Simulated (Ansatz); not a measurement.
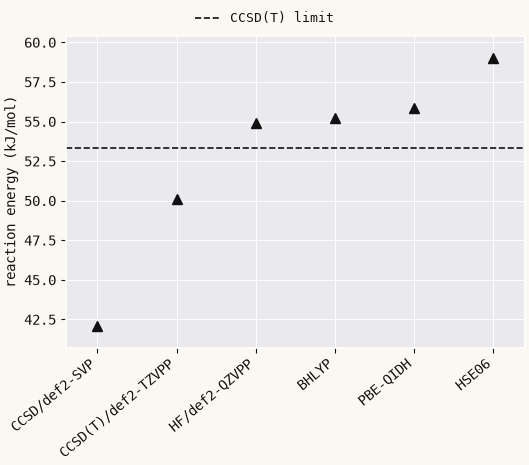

Electronic reaction energy of GeHBrClF ([F][GeH]([Cl])[Br]) + NH₃ (N) → GeNH₃ClF ([NH2][GeH]([F])[Cl]) + HBr (Br) (SMILES in brackets) at several levels (functionals in def2-TZVPP unless a basis is named), isolated molecules at PBE0-D4 triple-zeta geometries, minima by their frequencies, no zero-point or thermal terms, the Ansatz code 0.2.0. The line is frozen-core CCSD(T) at the basis limit (MP2 extrapolated from triple and quadruple zeta, plus CCSD(T) less MP2 in a smaller set). PBE-QIDH holds a correlation term that converges slowly with the basis, so part of the distance to the limit is basis error. No dispersion term is added to PBE-QIDH. The distance of CCSD/def2-SVP and CCSD(T)/def2-TZVPP to the limit includes basis error.

### Which level comes closest to the line (CCSD(T) limit), and which misses most?

Closest HF/def2-QZVPP (54.9 kJ/mol), against 53.3 kJ/mol; farthest CCSD/def2-SVP (42.1 kJ/mol).

### What range do the values span, the line included?

From 42.1 kJ/mol (CCSD/def2-SVP) to 59.0 kJ/mol (HSE06).

Known limits of this run: no scalar relativity up to krypton; outer-core shells are correlated without core-valence functions, which makes the correlated values less sure.
